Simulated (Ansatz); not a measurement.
## Hypothetical R-3 C, carrier doping

Take C (space group R-3, No. 148; a = 6.357 Å, c = 3.873 Å (hexagonal axes); a hypothetical phase, not in the database extracts checked) as the base.

Carriers are added at fixed cell with a uniform background; the Fermi–Dirac width is that of 300 K.

Method: PBE/PAW in Ansatz (a quantum-chemistry and plane-wave program), spin-orbit coupling left out.

Notes on the quantities. Fermi level from band edge: Fermi level relative to the doped band's edge (positive inside the band; to 0.05 eV).

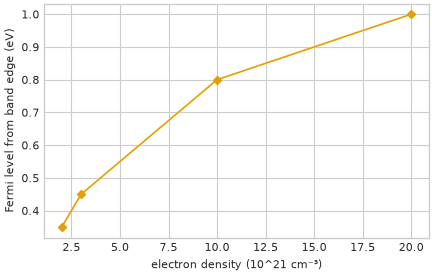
Fig. 1. Fermi level from band edge against electron density

| electron density (10^21 cm⁻³) | Fermi level from band edge |
|---|---|
| 2 | +0.35 eV |
| 3 | +0.45 eV |
| 10 | +0.80 eV |
| 20 | +1.00 eV |

Charged cell with a jellium background: band edges are those of the host's band count, energies are not comparable with the neutral cell, and many-body gap narrowing is missing. No phonon test of stability was made.
